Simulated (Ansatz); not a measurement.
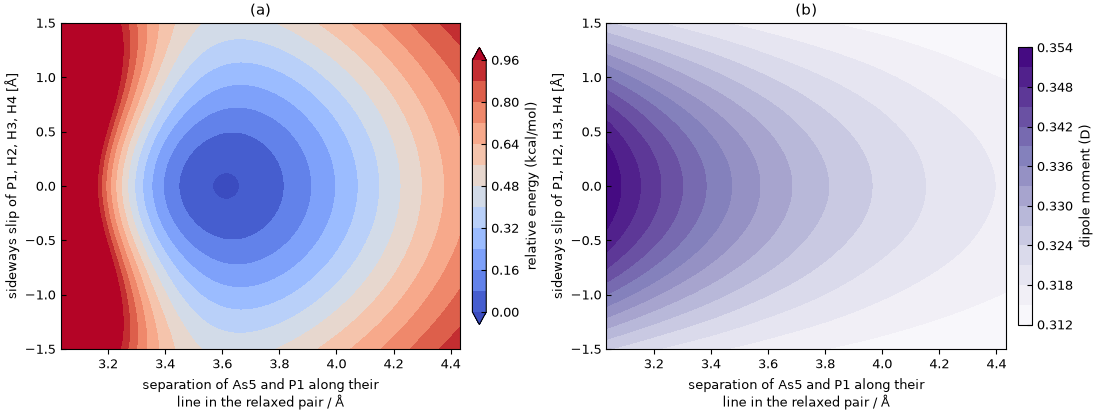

The pair H₃P···AsH₃. First axis: separation of As5 and P1 along their line in the relaxed pair. Second axis: sideways slip of P1, H2, H3, H4. Nothing is relaxed (both partners rigid). The grid has 9 × 9 points. Points are written as (first, second). Energies: kcal/mol, counted from the lowest grid point. Computed with RKS PBE0-D4/def2-TZVPD (Ansatz 0.2.0).

Panel (a) is the energy and panel (b) the computed dipole moment on the same grid.

Drawn: filled contours, one colour for all values above the top of the scale. Between grid points the surface is interpolated.

How does the dipole moment vary over the map, and what is it at the lowest grid point?

Answer. Leaving out the highest fifth of the energies, it runs from 0.31 D at (4.434 Å, −1.500 Å) to 0.35 D at (3.110 Å, 0.000 Å). At the lowest grid point, (3.565 Å, 0.000 Å), it is 0.33 D.
